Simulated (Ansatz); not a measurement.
# BFSi: the cost of one run

Program: Ansatz 0.2.0, Gaussian basis. Level of theory: def2-QZVPP, all electrons in the functionals. These are calculated values, not measurements.

To be run: PBE, BLYP, r2SCAN, B97M-V, PBE0, B3LYP, at charge 0, triplet; charge 0, singlet; charge 0, quintet; charge 1, doublet; charge 1, quartet.

2 further runs of the same task are left out: 2 set aside as unsound or not needed.

## Step 1: The system

The geometry is a PBE0/def2-TZVP stationary point (not a proven minimum).

3 atoms, charge 0, spin multiplicity 3.

Atoms are counted from 1 here; the program's logs count them from 0.

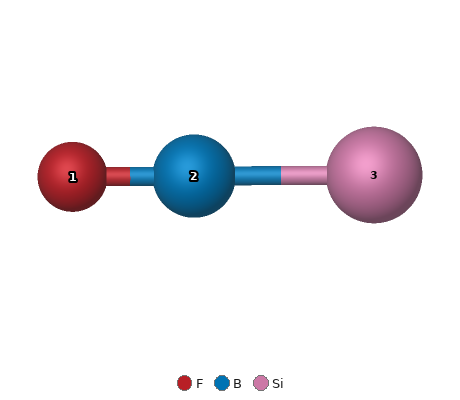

The structure; fluorine red, boron blue, silicon pink; atoms are numbered from 1 in the order of the file.

No dispersion term is added; B97M-V holds VV10 nonlocal correlation. B3LYP takes the VWN-RPA correlation.

The geometry shown and the zero of energy belong to the point charge 0, triplet. The yardstick, UCCSD(T), and other wave-function levels (R restricted, U unrestricted, valence and pair active spaces) come from earlier runs.

## Step 2: PBE, charge 0, triplet

Contents of in.yaml:

```yaml
crystal:
  periodic: [false, false, false]
  atoms:
    - {symbol: F, position_ang: [0.000000, 0.000000, 1.485424]}
    - {symbol: B, position_ang: [0.000000, 0.000000, 0.205103]}
    - {symbol: Si, position_ang: [0.000000, 0.000000, -1.690526]}
basis:
  gaussian: {orbitals: "def2-QZVPP.json"}
magnetization: {spin_polarized: true, initial_magnetization: 2}
hamiltonian: {xc: {name: PBE}}
output: {orbitals: {seedname: orbitals}}
```

Run with:

```bash
$ ansatz run in.yaml --threads 1 --pin off --events-out ev --progress --plain --max-ram 2393MiB
```

**Question.** How long does this run take on 1 thread of Arm Neoverse V1, shared host?

About 3.9 s.
